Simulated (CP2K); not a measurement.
# BrCl (bromine chloride), run twice

Aim: a single-point energy of BrCl (bromine chloride) at BLYP-D4/DZVP-MOLOPT-SR-GTH (core potential, ngrids 4).

The calculation is run with CP2K 2026.2.

1 further run of the same task is left out (set aside as unsound or not needed). Runs told in other sessions of the task aren't counted.

## (1) The structure to begin with

BrCl: 2 atoms, total charge 0, spin state singlet. SMILES: `ClBr`. Geometry: the measured bond length.

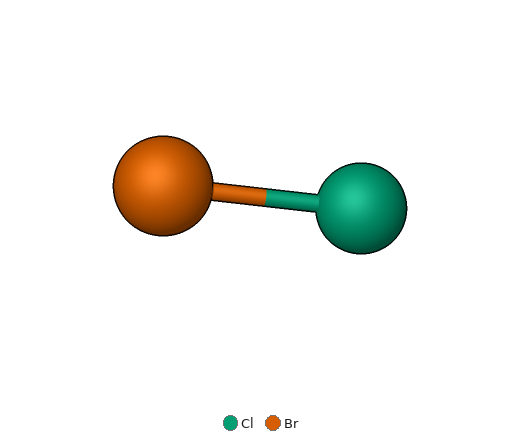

Viewed from a chosen angle; chlorine teal, bromine orange.

## (2) Try one

Contents of molecule.xyz:

```xyz
2

Cl     0.000000     0.000000     0.000000
Br     0.000000     0.000000     2.136065
```

Contents of molecule.inp:

```
&FORCE_EVAL
 METHOD QUICKSTEP
 &DFT
  BASIS_SET_FILE_NAME BASIS_MOLOPT
  POTENTIAL_FILE_NAME GTH_POTENTIALS
  &QS
   METHOD GPW
   EPS_DEFAULT 1.0E-10
  &END QS
  &MGRID
   CUTOFF 350
   REL_CUTOFF 60
   NGRIDS 4
  &END MGRID
  &POISSON
   PERIODIC NONE
   POISSON_SOLVER MULTIPOLE
  &END POISSON
  &SCF
   SCF_GUESS ATOMIC
   EPS_SCF 1.0E-07
   MAX_SCF 5
   IGNORE_CONVERGENCE_FAILURE T
   &OT
    MINIMIZER CG
    PRECONDITIONER FULL_ALL
   &END OT
  &END SCF
  &XC
   &XC_FUNCTIONAL BLYP
   &END XC_FUNCTIONAL
   &VDW_POTENTIAL
    POTENTIAL_TYPE PAIR_POTENTIAL
    &PAIR_POTENTIAL
     TYPE DFTD4
     REFERENCE_FUNCTIONAL BLYP
    &END PAIR_POTENTIAL
   &END VDW_POTENTIAL
  &END XC
  &PRINT
   &MOMENTS
    PERIODIC F
    REFERENCE COM
    MAX_MOMENT 1
   &END MOMENTS
   &MO_CUBES
    NLUMO 3
    NHOMO -1
    WRITE_CUBE F
   &END MO_CUBES
   &HIRSHFELD OFF
   &END HIRSHFELD
  &END PRINT
 &END DFT
 &SUBSYS
  &CELL
   ABC 7 7 9.1
   PERIODIC NONE
  &END CELL
  &TOPOLOGY
   COORD_FILE_NAME molecule.xyz
   COORD_FILE_FORMAT XYZ
   &CENTER_COORDINATES
   &END CENTER_COORDINATES
  &END TOPOLOGY
  &KIND Cl
   BASIS_SET DZVP-MOLOPT-SR-GTH-q7
   POTENTIAL GTH-BLYP-q7
  &END KIND
  &KIND Br
   BASIS_SET DZVP-MOLOPT-SR-GTH-q7
   POTENTIAL GTH-BLYP-q7
  &END KIND
 &END SUBSYS
&END FORCE_EVAL

&GLOBAL
 PROJECT molecule
 RUN_TYPE ENERGY
 PRINT_LEVEL MEDIUM
&END GLOBAL
```

Launch:

```sh
$ OMP_NUM_THREADS=1 cp2k.psmp -i molecule.inp -o molecule.out
```

The program printed:

```text
CP2K| version string:                                       CP2K version 2026.2
 CP2K| Input file name                                              molecule.inp

[... 199 lines left out ...]
  Step     Update method      Time    Convergence         Total energy    Change
[... 5 lines left out ...]
  Decoupling Energy:                                               0.0002508089
[... 5 lines left out ...]
  Decoupling Energy:                                               0.0003072886
[... 5 lines left out ...]
  Decoupling Energy:                                               0.0000017969
[... 13 lines left out ...]
  Exchange-correlation energy:                                 -5.39732910182883
[... 4 lines left out ...]
 *** WARNING in qs_scf.F:700 :: SCF run NOT converged ***
[... 28 lines left out ...]
 OT| Eigensolver reached convergence in 145 iterations
[... 41 lines left out ...]
 -------------------------------------------------------------------------------
```

Wall time 3.6 s (1 thread of Arm Neoverse V1, shared host); peak memory 0.38 GiB.

## (3) What went wrong

The run stopped without converging.

The fault: few scf steps. Among its listed settings the sound run differs in this, and the input shows the rest: iteration cap 50 in place of 5; outer scf 5 in place of 0.

## (4) Try two

molecule.xyz is that of step 2.

Contents of qs.inp:

```
&GLOBAL
 PROJECT_NAME qs
 RUN_TYPE ENERGY
 PRINT_LEVEL MEDIUM
&END GLOBAL

&FORCE_EVAL
 METHOD QS
 &DFT
  BASIS_SET_FILE_NAME BASIS_MOLOPT
  POTENTIAL_FILE_NAME GTH_POTENTIALS
  &QS
   METHOD GPW
   EPS_DEFAULT 1.0E-10
  &END QS
  &MGRID
   CUTOFF 350
   REL_CUTOFF 60
   NGRIDS 4
  &END MGRID
  &POISSON
   PERIODIC NONE
   POISSON_SOLVER MULTIPOLE
  &END POISSON
  &SCF
   SCF_GUESS ATOMIC
   EPS_SCF 1.0E-07
   MAX_SCF 50
   &OT
    MINIMIZER CG
    PRECONDITIONER FULL_ALL
   &END OT
   &OUTER_SCF
    EPS_SCF 1.0E-07
    MAX_SCF 5
   &END OUTER_SCF
  &END SCF
  &XC
   &XC_FUNCTIONAL BLYP
   &END XC_FUNCTIONAL
   &VDW_POTENTIAL
    POTENTIAL_TYPE PAIR_POTENTIAL
    &PAIR_POTENTIAL
     TYPE DFTD4
     REFERENCE_FUNCTIONAL BLYP
    &END PAIR_POTENTIAL
   &END VDW_POTENTIAL
  &END XC
  &PRINT
   &MOMENTS
    PERIODIC F
    REFERENCE COM
    MAX_MOMENT 1
   &END MOMENTS
   &MO_CUBES
    NLUMO 3
    NHOMO -1
    WRITE_CUBE F
   &END MO_CUBES
   &HIRSHFELD OFF
   &END HIRSHFELD
  &END PRINT
 &END DFT
 &SUBSYS
  &CELL
   ABC 7 7 9.1
   PERIODIC NONE
  &END CELL
  &TOPOLOGY
   COORD_FILE_NAME molecule.xyz
   COORD_FILE_FORMAT XYZ
   &CENTER_COORDINATES
   &END CENTER_COORDINATES
  &END TOPOLOGY
  &KIND Cl
   BASIS_SET DZVP-MOLOPT-SR-GTH-q7
   POTENTIAL GTH-BLYP-q7
  &END KIND
  &KIND Br
   BASIS_SET DZVP-MOLOPT-SR-GTH-q7
   POTENTIAL GTH-BLYP-q7
  &END KIND
 &END SUBSYS
&END FORCE_EVAL
```

Launch:

```sh
$ OMP_NUM_THREADS=1 cp2k.psmp -i qs.inp > qs.out 2>&1
```

The program printed:

```text
CP2K| version string:                                       CP2K version 2026.2
[...]
 GLOBAL| Method name                                                        CP2K
[...]
 GLOBAL| Run type                                                         ENERGY
[...]
 DFT| Spin restricted Kohn-Sham (RKS) calculation                            RKS
 DFT| Multiplicity                                                             1
[...]
 DFT| Charge                                                                   0
[...]
 FUNCTIONAL| BECKE88:
 FUNCTIONAL| LYP:
[...]
 QS| Method:                                                                 GPW
[...]
 QS| Density cutoff [a.u.]:                                                175.0
[...]
 QS| Relative density cutoff [a.u.]:                                        30.0
[...]
                             - Atoms:                                          2
[...]
                             - Spherical basis functions:                     26
[...]
 Number of electrons:                                                         14
[...]
     1 OT CG       0.15E+00    0.3     0.11732283       -27.9052632182 -2.79E+01
[...]
    26 OT CG       0.26E-01    0.3     0.00000009       -28.2822856788  6.75E-14
  *** SCF run converged in    26 steps ***
[...]
  Overlap energy of the core charge distribution:               0.00000000522038
  Self energy of the core charge distribution:                -61.35905739120599
  Core Hamiltonian energy:                                     13.94094754912895
  Hartree energy:                                              24.55425860451238
  Exchange-correlation energy:                                 -5.41556677716352
  Dispersion energy:                                           -0.00286766926065
  Total energy:                                               -28.28228567876844
[...]
                     Mulliken Population Analysis
 #  Atom  Element  Kind  Atomic population                           Net charge
       1     Cl       1          7.042449                             -0.042449
       2     Br       2          6.957551                              0.042449
 # Total charge                             14.000000                 -0.000000
[...]
  Dipole moment [Debye]
    X=  0.7071656E-06 Y= -0.9518986E-07 Z=  0.5040474E+00  Total=      0.5040474
[...]
 HOMO - LUMO gap [eV] :    2.560612
 ENERGY| Total FORCE_EVAL ( QS ) energy [hartree]            -28.282285678768442
[...]
```

Wall time 13 s (1 thread of Arm Neoverse V1, shared host); peak memory 0.38 GiB.

## (5) What came out

Level: BLYP-D4/DZVP-MOLOPT-SR-GTH (core potential, ngrids 4).

```
         quantity         value
     total energy  -28.28229 Eh
    dipole moment        0.50 D
      HOMO energy      -6.62 eV
      LUMO energy      -4.06 eV
    HOMO–LUMO gap       2.56 eV
dispersion energy  -7.53 kJ/mol
```
